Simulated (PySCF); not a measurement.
# EPR calculation, with input and output: Si2N2H5O2

The run: EPR calculation of Si2N2H5O2, multiplicity 2, SMILES [O]O[SiH]1N[SiH2]N1. Method and program: UKS B3LYP, IGLO-III on N O Si, pcH-1 on H, non-relativistic, mean-field spin-orbit, GIAO (PySCF 2.14.0).

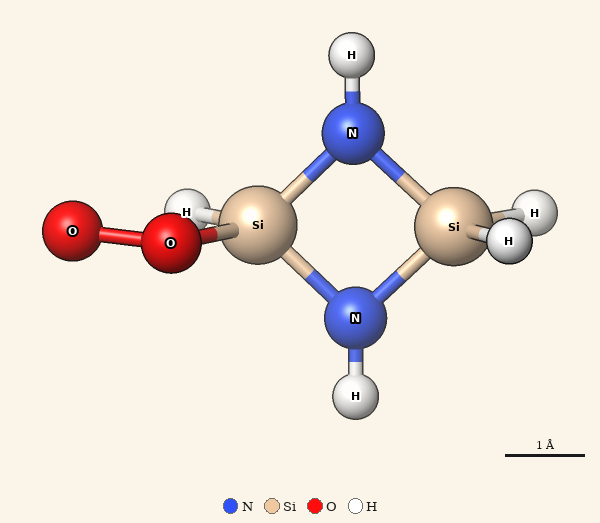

Fig. 1: The structure (ball-and-stick view, seen at a tilt). Bond lengths as drawn: H–N 1.01 Å, H–Si 1.48 to 1.49 Å, N–Si 1.73 to 1.75 Å, O–O 1.31 Å and O–Si 1.74 Å.

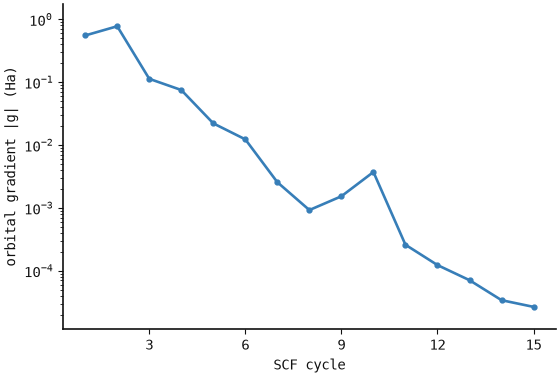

Fig. 2: Convergence of the self-consistent field: orbital gradient |g| against the SCF cycle. All cycles printed in the log are drawn one after another.

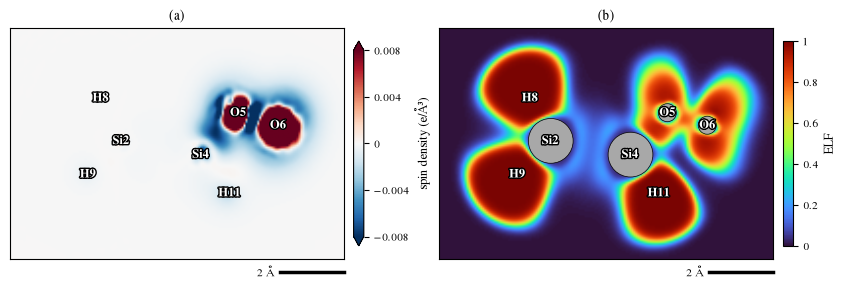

Fig. 3: (a) spin density; (b) ELF on the plane of atoms H8, Si2 and H9. Grey discs, where drawn, cover atomic cores. The section cuts through Si, O and H sites. O–O (1.31 Å): the ELF peaks at about 0.80 between the atoms (localised, shared-pair bonding). Si–O (1.74 Å): the ELF peaks at about 0.90 between the atoms, which marks a shared but strongly polarised pair. Si–H (1.48 Å): the ELF climbs to about 1 towards the hydrogen, as it does in any bond to H. The unpaired spin (1 electron) lies mostly on O6 (about 0.7) and O5 (about 0.3), in electrons by Hirshfeld's partition.

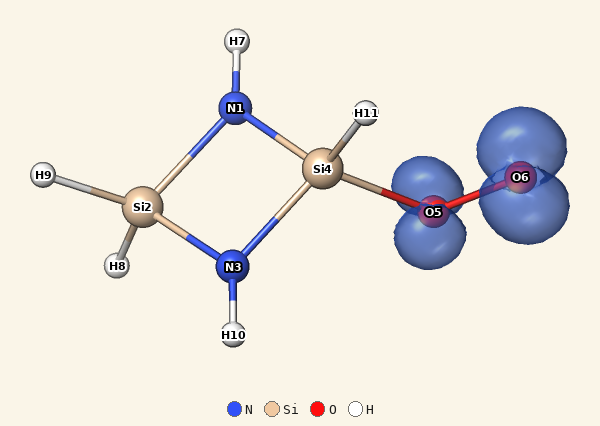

Fig. 4: Isosurface of the spin density at +0.1 e/Å³ (blue), seen at an oblique angle. The unpaired spin (1 electron) lies mostly on O6 (about 0.7) and O5 (about 0.3), in electrons by Hirshfeld's partition.

The input and output of the run follow.

### Input file
```
{"job": {"kind": "epr"}, "charge": 0, "multiplicity": 2}
N      0.856597     0.644168    -0.624872
Si     1.046033    -1.097636    -0.566871
N     -0.548638    -1.119789     0.161333
Si    -0.708757     0.597201     0.100528
O     -0.734306     1.303516     1.694768
O     -1.635040     2.248593     1.840454
H      1.447780     1.393275    -0.952234
H      2.159932    -1.604350     0.290152
H      1.149687    -1.770377    -1.896236
H     -1.132192    -1.856290     0.528517
H     -1.868260     1.232884    -0.565424
```

The first line tells a small driver script what to run in PySCF; the rest is the geometry in Å.

Launch command:
```bash
OMP_NUM_THREADS=1 python <driver script> task.json out
```

### What the program printed
```
UKS, coarse grid
  cycle   1  E = -841.99702789  |g| = 5.53e-01
  cycle   2  E = -841.87751173  |g| = 7.75e-01
  cycle   3  E = -842.11358209  |g| = 1.13e-01
  cycle   4  E = -842.11689091  |g| = 7.50e-02
  cycle   5  E = -842.11855015  |g| = 2.21e-02
  cycle   6  E = -842.11872636  |g| = 1.23e-02
  cycle   7  E = -842.11878699  |g| = 2.56e-03
  cycle   8  E = -842.11879147  |g| = 9.23e-04
UKS, final grid
  cycle   1  E = -842.11877943  |g| = 1.53e-03
  cycle   2  E = -842.11877573  |g| = 3.72e-03
  cycle   3  E = -842.11878036  |g| = 2.59e-04
  cycle   4  E = -842.11878040  |g| = 1.23e-04
  cycle   5  E = -842.11878042  |g| = 7.07e-05
  cycle   6  E = -842.11878043  |g| = 3.40e-05
  cycle   7  E = -842.11878044  |g| = 2.66e-05
E = -842.11878044 Eh   <S^2> = 0.7542 (exact 0.7500)
g shifts (ppm)      1          2          3
  rmc          -343       -343       -343
  gc            -20         63         63
  oz_so          21       5515      43515
  total        -342       5235      43234
hyperfine (MHz)  atom isotope    a_iso     a_fc   dipolar eigenvalues
    0   14N       1.76       1.76     -0.52     -0.49      1.01
    1  29Si       0.33       0.33     -0.28     -0.14      0.42
    2   14N       1.25       1.25     -0.41     -0.38      0.78
    3  29Si      14.70      14.70     -0.76     -0.18      0.94
    4   17O     -27.45     -27.45   -106.14     51.27     54.87
    5   17O     -48.23     -48.23   -234.05    115.94    118.11
    6    1H      -0.58      -0.58     -1.70     -1.02      2.72
    7    1H      -0.10      -0.10     -0.61     -0.59      1.20
    8    1H      -0.68      -0.68     -0.51     -0.39      0.89
    9    1H      -0.42      -0.42     -1.58     -1.11      2.70
   10    1H      -2.14      -2.14     -3.90     -3.40      7.30
```

### Results in brief

```csv
quantity,value
outcome,converged
total energy,−842.118780 hartree
⟨S²⟩,0.754
isotropic g,2.0184
hardware,"1 CPU thread, shared host"
wall time,73 s
peak memory,0.97 GiB
```

### Notes

Checks after the run noted: orbitally degenerate or nearly so: second-order g, spin-orbit hyperfine and D do not apply.
